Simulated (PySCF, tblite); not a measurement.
# C5H10B2OS: geometry, infrared bands and NMR shifts

What infrared bands and NMR shifts should C5H10B2OS (`CBOBSCC#CC`) show?

Computed with tblite 0.8.0 and PySCF 2.14.0, with density-fitted response routines of our own, on a single molecule in the gas phase. Atoms count from 0, in the outputs and in this text.

### Step 1. Starting geometry

19 atoms, charge 0, multiplicity 1; geometry from: force field or distance geometry start.

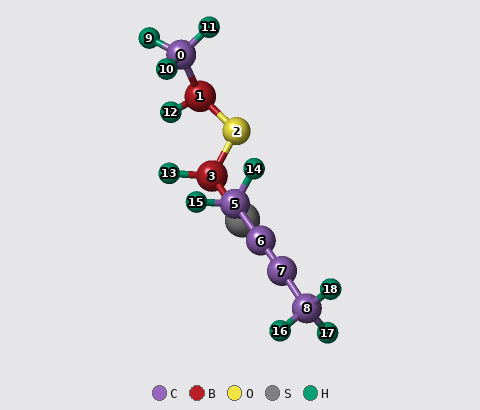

The starting geometry (carbon purple, boron red, oxygen yellow, sulfur grey, hydrogen teal), atoms numbered.

### Step 2. Relaxing the molecule with GFN2-xTB

What the job is given:

```
{"job": {"kind": "relax", "xc": "GFN2-xTB", "basis": "xTB"}, "charge": 0, "multiplicity": 1}
C     -4.203900     0.449700     0.071000
B     -3.512900    -0.033800    -1.268400
O     -2.142100     0.361300    -1.622500
B     -1.269500    -0.773900    -1.368800
S      0.548900    -0.453500    -1.158100
C      0.933200     0.126600     0.526300
C      2.384800     0.355400     0.559500
C      3.599200     0.547200     0.615300
C      5.054200     0.744000     0.662000
H     -5.151500    -0.139600     0.194200
H     -3.589800     0.189400     0.969700
H     -4.426600     1.532600     0.054200
H     -3.825300    -1.134200    -1.609900
H     -1.728300    -1.636500    -0.673000
H      0.457600     1.140400     0.698500
H      0.621700    -0.603500     1.306000
H      5.515800    -0.031100     1.306500
H      5.508400     0.635400    -0.348000
H      5.216400     1.763500     1.078100
```

The run is started by

```console
$ OMP_NUM_THREADS=1 python probes_run.py task.json out
```

One launch serves the whole session: the jobs run in the order shown.

What it wrote:

```text
step      E/eV     max force
  0    -695.05783    3.686
  1    -695.46024    6.266
  2    -695.65690    5.576
  3    -695.97081    1.344
  4    -696.05080    0.829
  5    -696.14795    0.956
  6    -696.19748    0.663
  7    -696.25576    0.642
  8    -696.30760    0.703
  9    -696.37892    0.758
 10    -696.45578    0.869
 11    -696.54244    1.022
 12    -696.63969    1.147
 13    -696.74506    1.027
 14    -696.85791    0.900
 15    -696.97450    0.724
 16    -697.04211    0.588
 17    -697.07526    0.464
 18    -697.08492    0.807
 19    -697.12489    0.531
 20    -697.15157    0.404
 21    -697.17803    0.301
 22    -697.19128    0.281
 23    -697.20587    0.278
 24    -697.22082    0.256
 25    -697.23428    0.232
 26    -697.24407    0.204
 27    -697.25012    0.198
 28    -697.25441    0.151
 29    -697.25857    0.169
 30    -697.26421    0.212
 31    -697.27110    0.212
 32    -697.27765    0.153
 33    -697.28275    0.187
 34    -697.28712    0.243
 35    -697.29191    0.224
 36    -697.29722    0.170
 37    -697.30142    0.141
 38    -697.30369    0.077
 39    -697.30489    0.079
 40    -697.30608    0.101
 41    -697.30767    0.089
 42    -697.30913    0.070
 43    -697.31045    0.090
 44    -697.31203    0.098
 45    -697.31455    0.109
 46    -697.31848    0.130
 47    -697.32329    0.146
 48    -697.32804    0.153
 49    -697.33298    0.148
 50    -697.33894    0.154
 51    -697.34634    0.170
 52    -697.35425    0.203
 53    -697.35618    0.271
 54    -697.36335    0.208
 55    -697.36615    0.142
 56    -697.37373    0.138
 57    -697.37748    0.152
 58    -697.38238    0.156
 59    -697.38487    0.128
 60    -697.38706    0.106
 61    -697.38925    0.139
 62    -697.39180    0.139
 63    -697.39414    0.146
 64    -697.39619    0.103
 65    -697.39821    0.126
 66    -697.40046    0.146
 67    -697.40332    0.174
 68    -697.40673    0.147
 69    -697.41038    0.137
 70    -697.41354    0.132
 71    -697.41676    0.167
 72    -697.42063    0.233
 73    -697.42663    0.345
 74    -697.43377    0.211
 75    -697.44302    0.245
 76    -697.45068    0.250
 77    -697.45944    0.336
 78    -697.46419    0.467
 79    -697.47302    0.223
 80    -697.47956    0.239
 81    -697.48652    0.297
 82    -697.49201    0.246
 83    -697.49910    0.212
 84    -697.50460    0.240
 85    -697.50675    0.231
 86    -697.50776    0.352
 87    -697.51120    0.198
 88    -697.51322    0.188
 89    -697.51588    0.112
 90    -697.51667    0.129
 91    -697.51815    0.108
 92    -697.51896    0.076
 93    -697.52028    0.073
 94    -697.52109    0.066
 95    -697.52181    0.057
 96    -697.52234    0.061
 97    -697.52264    0.040
 98    -697.52308    0.038
 99    -697.52363    0.053
100    -697.52420    0.065
101    -697.52462    0.049
102    -697.52488    0.036
103    -697.52505    0.049
104    -697.52521    0.046
105    -697.52536    0.041
106    -697.52550    0.028
107    -697.52563    0.034
108    -697.52578    0.047
109    -697.52595    0.030
110    -697.52608    0.025
111    -697.52618    0.020
112    -697.52626    0.030
113    -697.52634    0.026
114    -697.52640    0.014
115    -697.52645    0.014
116    -697.52650    0.014
117    -697.52654    0.017
118    -697.52658    0.014
119    -697.52661    0.012
120    -697.52663    0.013
121    -697.52665    0.012
122    -697.52668    0.014
123    -697.52673    0.019
124    -697.52679    0.025
125    -697.52688    0.031
126    -697.52702    0.034
127    -697.52724    0.035
128    -697.52758    0.051
129    -697.52801    0.064
130    -697.52842    0.058
131    -697.52875    0.042
132    -697.52899    0.037
133    -697.52918    0.030
134    -697.52939    0.034
135    -697.52963    0.037
136    -697.52992    0.049
137    -697.53023    0.037
138    -697.53068    0.043
139    -697.53108    0.069
140    -697.53165    0.063
141    -697.53228    0.090
142    -697.53306    0.069
143    -697.53396    0.084
144    -697.53046    0.236
145    -697.53549    0.134
146    -697.53643    0.131
147    -697.53871    0.146
148    -697.53614    0.380
149    -697.54202    0.062
150    -697.54309    0.056
151    -697.54328    0.212
152    -697.54527    0.060
153    -697.54593    0.081
154    -697.54677    0.179
155    -697.54886    0.182
156    -697.54980    0.069
157    -697.55169    0.278
158    -697.55284    0.136
159    -697.55370    0.100
160    -697.55463    0.098
161    -697.55550    0.118
162    -697.55623    0.088
163    -697.55687    0.086
164    -697.55766    0.087
165    -697.55888    0.072
166    -697.55952    0.066
167    -697.56067    0.089
168    -697.56205    0.089
169    -697.56344    0.085
170    -697.56300    0.244
171    -697.56475    0.062
172    -697.56532    0.068
173    -697.56610    0.068
174    -697.56725    0.110
175    -697.56845    0.119
176    -697.57013    0.100
177    -697.57194    0.187
178    -697.57342    0.134
179    -697.57444    0.082
180    -697.57586    0.063
181    -697.57682    0.099
182    -697.57755    0.089
183    -697.57849    0.232
184    -697.57931    0.090
185    -697.58025    0.068
186    -697.58109    0.077
187    -697.58205    0.068
188    -697.58294    0.061
189    -697.58373    0.061
190    -697.58421    0.069
191    -697.58462    0.074
192    -697.58508    0.085
193    -697.58584    0.082
194    -697.58646    0.080
195    -697.58699    0.067
196    -697.58721    0.055
197    -697.58743    0.049
198    -697.58762    0.049
199    -697.58787    0.052
200    -697.58814    0.045
201    -697.58834    0.032
202    -697.58850    0.025
203    -697.58860    0.031
204    -697.58868    0.030
205    -697.58876    0.031
206    -697.58884    0.021
207    -697.58893    0.027
208    -697.58908    0.030
209    -697.58931    0.032
210    -697.58959    0.035
211    -697.58986    0.037
212    -697.59013    0.047
213    -697.59047    0.054
214    -697.59097    0.061
215    -697.59172    0.077
216    -697.59282    0.088
217    -697.59416    0.088
218    -697.59510    0.107
219    -697.59646    0.161
220    -697.59756    0.082
221    -697.59847    0.052
222    -697.59897    0.083
223    -697.59942    0.063
224    -697.59973    0.111
225    -697.59999    0.031
226    -697.60019    0.026
227    -697.60034    0.024
228    -697.60041    0.021
229    -697.60050    0.024
230    -697.60058    0.021
231    -697.60068    0.019
232    -697.60078    0.018
233    -697.60085    0.018
234    -697.60090    0.014
235    -697.60093    0.011
236    -697.60096    0.012
237    -697.60097    0.012
238    -697.60099    0.013
239    -697.60101    0.011
240    -697.60103    0.009
```

It took 3.4 s on 1 thread of Arm Neoverse N1, shared host.

Along the way: (not every step is listed)

```csv
step,energy from step 0 (eV),largest force (eV/Å)
0,0.0000,3.6861
1,-0.4024,6.2659
2,-0.5991,5.5756
3,-0.9130,1.3438
4,-0.9930,0.8287
5,-1.0901,0.9564
6,-1.1397,0.6633
7,-1.1979,0.6421
8,-1.2498,0.7028
30,-2.2064,0.2117
52,-2.2964,0.2027
74,-2.3759,0.2111
96,-2.4645,0.0611
118,-2.4688,0.0140
140,-2.4738,0.0634
162,-2.4984,0.0881
184,-2.5215,0.0895
206,-2.5310,0.0214
228,-2.5426,0.0214
235,-2.5431,0.0112
236,-2.5431,0.0122
237,-2.5431,0.0122
238,-2.5432,0.0127
239,-2.5432,0.0112
240,-2.5432,0.0094
```

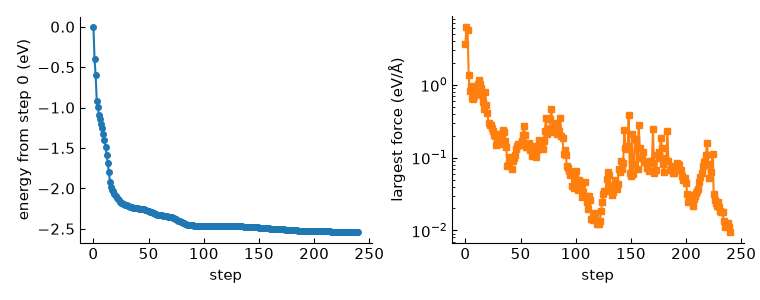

Energy and largest force along the relaxation.

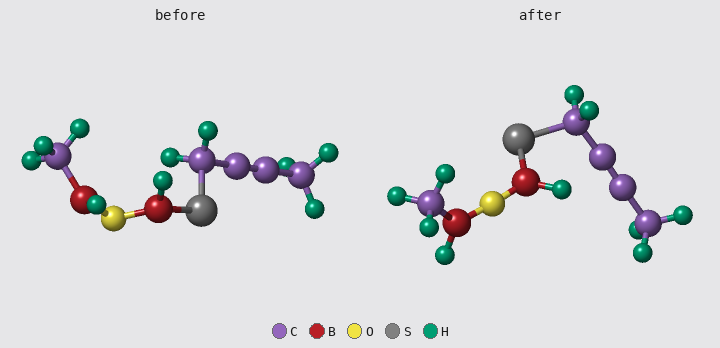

The geometry before (left) and after (right).

Close pairs (by a distance rule), those that changed most:

| bond | before (Å) | after (Å) | change (Å) |
| --- | --- | --- | --- |
| B1–O2 | 1.470 | 1.307 | -0.163 |
| O2–B3 | 1.454 | 1.300 | -0.155 |
| B3–S4 | 1.858 | 1.814 | -0.045 |
| C5–H14 | 1.133 | 1.090 | -0.043 |
| C0–H9 | 1.123 | 1.088 | -0.035 |
| S4–C5 | 1.822 | 1.855 | +0.032 |
| C0–H10 | 1.119 | 1.087 | -0.032 |
| C5–C6 | 1.470 | 1.438 | -0.032 |

The next job starts from the end point, and lists it.

### Step 3. Harmonic vibrations with GFN2-xTB

What the job is given:

```
{"job": {"kind": "ir", "xc": "GFN2-xTB", "basis": "xTB"}, "charge": 0, "multiplicity": 1}
C     -4.228045    -0.046153    -1.006415
B     -2.805501     0.583787    -1.343860
O     -1.740202     0.241698    -0.667713
B     -0.729342    -0.079199     0.083365
S     -0.374460     0.874010     1.585148
C      1.156912     0.022727     2.193910
C      2.244529     0.143023     1.260333
C      3.107242     0.269921     0.436583
C      4.177079     0.407720    -0.526067
H     -4.633514    -0.570196    -1.869519
H     -4.195648    -0.744878    -0.174176
H     -4.943064     0.735769    -0.759769
H     -2.682743     1.362636    -2.224072
H     -0.021562    -0.981036    -0.183189
H      1.397000     0.513903     3.136896
H      0.903811    -1.023014     2.374182
H      5.001670    -0.255304    -0.265641
H      3.817385     0.148584    -1.521492
H      4.538652     1.435580    -0.535964
```

What it wrote:

```text
mode    cm-1     km/mol
  1     -30.2      0.02
  2      30.6      0.46
  3      40.9      0.31
  4      64.4      0.75
  5      75.7      0.23
  6      99.9      2.22
  7     134.8      0.59
  8     184.7      0.28
  9     208.1      2.33
 10     227.9      6.18
 11     269.8      2.54
 12     297.3      0.18
 13     345.2      2.38
 14     402.5      6.11
 15     431.6      1.45
 16     638.9     15.37
 17     678.0      4.54
 18     705.7     45.53
 19     724.9     48.80
 20     790.1     34.31
 21     795.0      9.61
 22     862.8      3.02
 23     886.3    111.63
 24     978.2     49.50
 25     991.2      3.98
 26    1023.5      8.35
 27    1025.7      5.31
 28    1074.1    244.08
 29    1114.2      1.48
 30    1188.4     35.91
 31    1209.9     37.24
 32    1232.0      9.68
 33    1379.3     33.95
 34    1389.0      2.61
 35    1412.1      2.45
 36    1454.6      5.97
 37    1455.2      5.66
 38    1489.1      1.29
 39    1491.0     45.93
 40    1570.9    753.77
 41    2406.5     15.50
 42    2526.5    189.38
 43    2561.0    107.36
 44    2958.7     13.18
 45    2985.5      6.60
 46    3003.7     22.82
 47    3004.8     21.66
 48    3012.0     26.01
 49    3021.8     29.16
 50    3034.1     24.60
 51    3041.1     30.89
```

Run time: 1.3 s. Hardware: 1 thread of Arm Neoverse N1, shared host.

Which atoms move in the most intense modes:

```csv
cm⁻¹,km/mol,atoms
725,48.8,"H13 59 %, B3 26 %"
886,111.6,"B1 26 %, H9 20 %, H12 18 %, H11 18 %"
978,49.5,"B1 37 %, H10 28 %, C0 22 %"
1074,244.1,"H13 54 %, H12 25 %, B3 13 %"
1491,45.9,"H9 38 %, H11 38 %, H10 16 %"
1571,753.8,"O2 56 %, B1 22 %, B3 19 %"
2526,189.4,H12 92 %
2561,107.4,H13 92 %
```

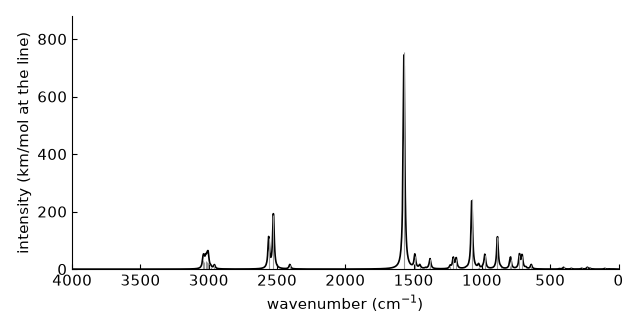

The infrared spectrum from these modes, unscaled. Lines are broadened to a width of 14 cm⁻¹ (Lorentzian).

### Step 4. Nuclear shieldings: PBE0/pcSseg-1

Settings changed since step 3:

```diff
@@ -1,2 +1,2 @@
-{"job": {"kind": "ir", "xc": "GFN2-xTB", "basis": "xTB"}, "charge": 0, "multiplicity": 1}
+{"job": {"kind": "nmr", "xc": "PBE0", "basis": "pcSseg-1"}, "charge": 0, "multiplicity": 1}
 C     -4.228045    -0.046153    -1.006415
```

With the program's defaults for keys left out, this is: GIAO PBE0/pcSseg-1 NMR shielding, non-relativistic, gas phase.

What it wrote:

```text
coarse grid: 16512 points
cycle   1  E = -718.9575589732  dE =  1.134e+00  |g| = 6.962e-01  |ddm| = 4.212e+00
cycle   2  E = -718.8641655832  dE =  9.339e-02  |g| = 1.002e+00  |ddm| = 1.374e+00
cycle   3  E = -719.0539469288  dE = -1.898e-01  |g| = 1.565e-01  |ddm| = 7.480e-01
cycle   4  E = -719.0587459322  dE = -4.799e-03  |g| = 4.630e-02  |ddm| = 1.652e-01
cycle   5  E = -719.0590517588  dE = -3.058e-04  |g| = 3.024e-02  |ddm| = 5.282e-02
cycle   6  E = -719.0592678127  dE = -2.161e-04  |g| = 5.754e-03  |ddm| = 2.515e-02
cycle   7  E = -719.0592755851  dE = -7.772e-06  |g| = 1.419e-03  |ddm| = 5.462e-03
final grid: 155136 points
cycle   8  E = -719.1244649778  dE = -5.061e-05  |g| = 1.203e-02  |ddm| = 4.883e-02
cycle   9  E = -719.1244413808  dE =  2.360e-05  |g| = 1.655e-02  |ddm| = 2.020e-02
cycle  10  E = -719.1244956788  dE = -5.430e-05  |g| = 1.801e-03  |ddm| = 1.175e-02
cycle  11  E = -719.1244963729  dE = -6.942e-07  |g| = 2.959e-04  |ddm| = 1.598e-03
cycle  12  E = -719.1244963891  dE = -1.622e-08  |g| = 1.387e-04  |ddm| = 4.690e-04
cycle  13  E = -719.1244963925  dE = -3.338e-09  |g| = 7.912e-05  |ddm| = 1.713e-04
cycle  14  E = -719.1244963940  dE = -1.550e-09  |g| = 1.746e-05  |ddm| = 7.274e-05
cycle  15  E = -719.1244963941  dE = -6.435e-11  |g| = 3.212e-06  |ddm| = 1.526e-05
converged SCF energy = -719.1244963941

GIAO shielding tensors (ppm)
atom      isotropic    diamagn.    paramagn.     s11        s22        s33       span
  0 C      176.199     253.579     -77.381    158.695    175.344    194.556     35.861
  1 B       55.298     193.858    -138.560     -0.944     61.586    105.252    106.196
  2 O       43.104     391.778    -348.674    -79.917     95.070    114.160    194.077
  3 B       60.243     201.157    -140.914     14.082     65.978    100.667     86.585
  4 S      430.763    1060.958    -630.195    313.075    450.986    528.229    215.154
  5 C      164.061     256.579     -92.519    148.886    165.497    177.799     28.913
  6 C      102.131     263.565    -161.434      3.944     25.013    277.435    273.491
  7 C       98.942     267.700    -168.757     18.819     24.621    253.387    234.568
  8 C      182.055     252.559     -70.504    174.557    175.037    196.572     22.015
  9 H       31.004      28.069       2.936     27.814     28.411     36.788      8.975
 10 H       31.388      32.544      -1.156     27.492     30.639     36.033      8.541
 11 H       31.028      27.924       3.104     27.871     28.571     36.643      8.771
 12 H       26.090      31.621      -5.532     24.515     25.317     28.437      3.922
 13 H       25.481      34.349      -8.868     22.548     24.620     29.275      6.727
 14 H       28.542      29.559      -1.016     22.517     27.584     35.526     13.009
 15 H       28.056      31.859      -3.802     22.103     27.725     34.341     12.238
 16 H       29.714      24.838       4.875     24.522     27.738     36.882     12.360
 17 H       29.723      33.432      -3.709     24.427     28.512     36.230     11.803
 18 H       29.694      27.075       2.620     24.527     27.946     36.610     12.083
```

It took 76 s on 1 thread of Arm Neoverse N1, shared host; peak memory 0.87 GiB.

The references, computed at this level on geometries of the same kind, shield at (ppm): ¹H TMS 31.72, ¹³C TMS 186.9, ¹⁷O H2O 336.1, ¹¹B BF3·OEt2 100.1, ³³S CS2 504. Their shielding less the atom's gives the shift. The references are single molecules in the gas phase, so shifts against H2O, NH3, PH3, H3PO4 or CFCl3 are not on the usual liquid scales and can be off by tens of ppm. Atoms listed in one row are averaged.

```
        atoms                                    environment  σ (ppm)  δ (ppm)  δ scaled to CDCl3
           C7                                  alkyne carbon     98.9     88.0               84.0
           C6                                  alkyne carbon    102.1     84.8               80.8
           C5                propargylic sp3 CH2 bonded to S    164.1     22.9               16.0
           C0                      methyl carbon bonded to B    176.2     10.7                8.6
           C8                      propargylic methyl carbon    182.1      4.9                2.8
          H13             hydrogen on a boron bonded to O, S    25.48     6.24                  –
          H12             hydrogen on a boron bonded to C, O    26.09     5.63                  –
     H14, H15  hydrogen on a propargylic sp3 CH2 bonded to S    28.30     3.42               3.33
H16, H17, H18        hydrogen on a propargylic methyl carbon    29.71     2.01               2.00
 H9, H10, H11        hydrogen on a methyl carbon bonded to B    31.14     0.58               0.65
           B1                        boron bonded to C, O, H     55.3     44.8                  –
           B3                        boron bonded to O, S, H     60.2     39.8                  –
           O2                           oxygen bonded to 2 B     43.1    293.0                  –
           S4                          sulfur bonded to C, B      431       73                  –
```

The scaled column applies a straight-line fit of computed shieldings to shifts measured in CDCl3, with any fitted terms for Cl, Br or S neighbours (root-mean-square error 0.16 ppm for H, 1.9 ppm for C).

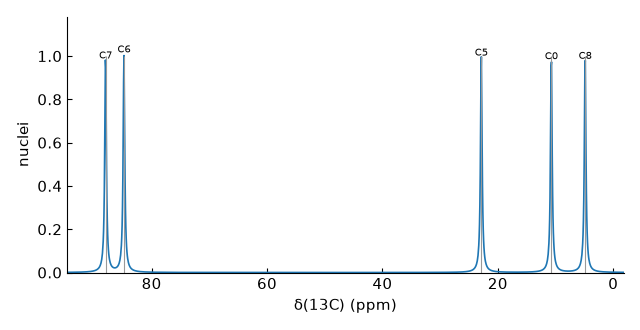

¹³C lines at the computed shifts, without couplings. Lines are broadened to a width of 0.33 ppm (Lorentzian).

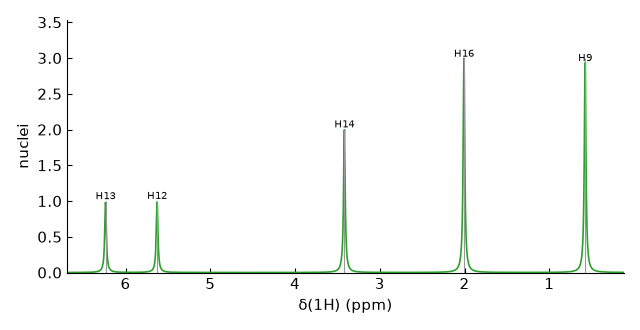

¹H lines at the computed shifts, without couplings. Lines are broadened to a width of 0.02 ppm (Lorentzian).

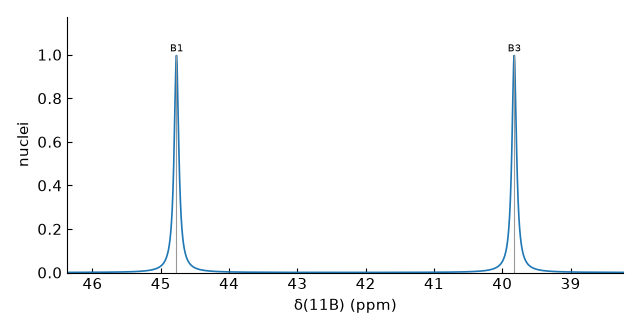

¹¹B lines at the computed shifts, without couplings. Lines are broadened to a width of 0.08 ppm (Lorentzian).

Charges from the same density, by scheme (e):

```csv
atoms,Mulliken,IAO,Hirshfeld,ESP fit
C0,-0.53,-0.60,-0.20,-0.69
B1,0.36,0.30,0.22,0.69
O2,-0.34,-0.32,-0.16,-0.37
B3,0.31,0.11,0.15,0.35
S4,-0.16,0.05,-0.05,-0.24
C5,-0.31,-0.33,-0.05,-0.22
C6,-0.06,-0.08,-0.07,-0.18
C7,-0.24,-0.04,-0.05,0.10
C8,-0.19,-0.44,-0.10,-0.55
```

Mulliken charges:

C0 -0.53; B1 0.36; O2 -0.34; B3 0.31; S4 -0.16; C5 -0.31; C6 -0.06; C7 -0.24; C8 -0.19; H9 0.13; H10 0.12; H11 0.13; H12 -0.03; H13 0.01; H14 0.18; H15 0.18; H16 0.15; H17 0.15; H18 0.15

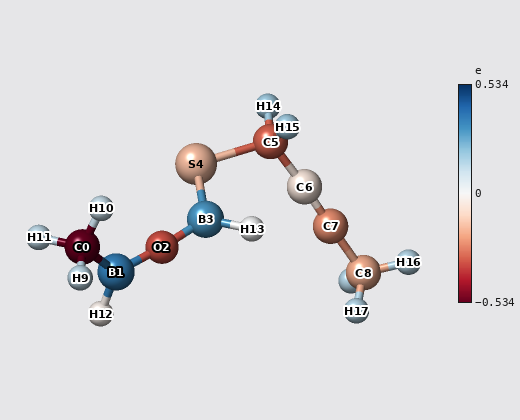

Mulliken charges, as colours on the atoms.

Mayer bond orders: C0–B1 1.02, B1–O2 1.17, O2–B3 1.17, B3–S4 1.13, S4–C5 1.00, C5–C6 1.10, C6–C7 2.58, C7–C8 1.22.

### Step 5. Results

| quantity | value |
| --- | --- |
| strongest single infrared mode (GFN2-xTB) | 1571 cm⁻¹, 754 km/mol |
| zero-point energy (GFN2-xTB) | 88.5 kcal/mol |
| ¹³C shifts against TMS (PBE0/pcSseg-1) | 88.0, 84.8, 22.9, 10.7, 4.9 ppm |
| ¹H shifts against TMS (PBE0/pcSseg-1, means over atoms taken as alike) | 6.24, 5.63, 3.42, 2.01, 0.58 ppm |
| ¹¹B shifts against BF3·OEt2 (PBE0/pcSseg-1) | 44.8, 39.8 ppm |
| ¹⁷O shifts against H2O (PBE0/pcSseg-1) | 293.0 ppm |
| ³³S shifts against CS2 (PBE0/pcSseg-1) | 73 ppm |

**Reading.** Over 240 steps the energy fell by 2.543 eV; of the close pairs, B1–O2 changed most, 1.470 to 1.307 Å. The lowest mode is imaginary (30i cm⁻¹), so the xTB geometry is not a minimum. The strongest single mode, at 1571 cm⁻¹, moves mainly O2. GFN2-xTB is a fitted tight-binding method: band positions and strengths are rough. Its intensities can rank the bands wrongly. At PBE0/pcSseg-1: The largest span, 273 ppm, is at C6, where the paramagnetic term is -161 ppm.
